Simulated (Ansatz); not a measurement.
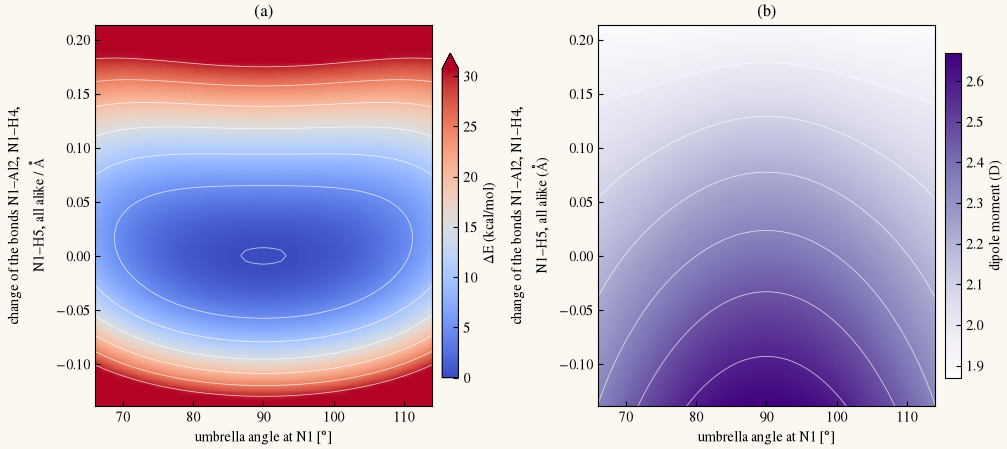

AlH₃NO, SMILES [NH2][AlH][O], spin multiplicity 2. Coordinates scanned: (1) umbrella angle at N1 (between each of its bonds and their common axis; 90 is planar); (2) change of the bonds N1–Al2, N1–H4, N1–H5, all alike. Nothing is relaxed (all other coordinates rigid). The grid has 13 × 13 points; 91 points were computed and 78 follow by symmetry. Points are written as (first, second). Energies: kcal/mol, counted from the lowest grid point. All numbers below come from Ansatz 0.2.0, UHF-MP2, frozen core/def2-TZVP.

Panel (a) is the energy and panel (b) the computed dipole moment on the same grid.

The picture shows a smooth colour map with a few white contour lines, one colour for all values above the top of the scale. Between grid points the surface is interpolated.

> How does the dipole moment vary over the map, and what is it at the lowest grid point?

Leaving out the highest fifth of the energies, it runs from 1.92 D at (66°, 0.185 Å) to 2.61 D at (90°, −0.109 Å). At the lowest grid point, (90°, 0.008 Å), it is 2.37 D.

```
second ↓, first →    66    70    74    78    82    86    90    94    98   102   106   110   114
            0.214  1.88  1.87  1.87  1.88  1.88  1.89  1.89  1.89  1.88  1.88  1.87  1.87  1.88
            0.185  1.92  1.92  1.93  1.94  1.95  1.96  1.96  1.96  1.95  1.94  1.93  1.92  1.92
            0.156  1.96  1.97  1.98  2.00  2.02  2.03  2.04  2.03  2.02  2.00  1.98  1.97  1.96
            0.126  2.00  2.02  2.04  2.07  2.09  2.10  2.11  2.10  2.09  2.07  2.04  2.02  2.00
            0.097  2.04  2.07  2.10  2.13  2.15  2.17  2.18  2.17  2.15  2.13  2.10  2.07  2.04
            0.067  2.08  2.12  2.15  2.19  2.22  2.24  2.24  2.24  2.22  2.19  2.15  2.12  2.08
            0.038  2.12  2.16  2.21  2.25  2.28  2.30  2.31  2.30  2.28  2.25  2.21  2.16  2.12
            0.008  2.16  2.21  2.26  2.30  2.34  2.37  2.37  2.37  2.34  2.30  2.26  2.21  2.16
           −0.021  2.20  2.26  2.31  2.36  2.40  2.43  2.44  2.43  2.40  2.36  2.31  2.26  2.20
           −0.050  2.24  2.30  2.36  2.41  2.46  2.48  2.49  2.48  2.46  2.41  2.36  2.30  2.24
           −0.080  2.27  2.34  2.41  2.47  2.51  2.54  2.55  2.54  2.51  2.47  2.41  2.34  2.27
           −0.109  2.31  2.38  2.46  2.52  2.57  2.60  2.61  2.60  2.57  2.52  2.46  2.38  2.31
           −0.139  2.34  2.43  2.50  2.57  2.62  2.66  2.67  2.66  2.62  2.57  2.50  2.43  2.34
```
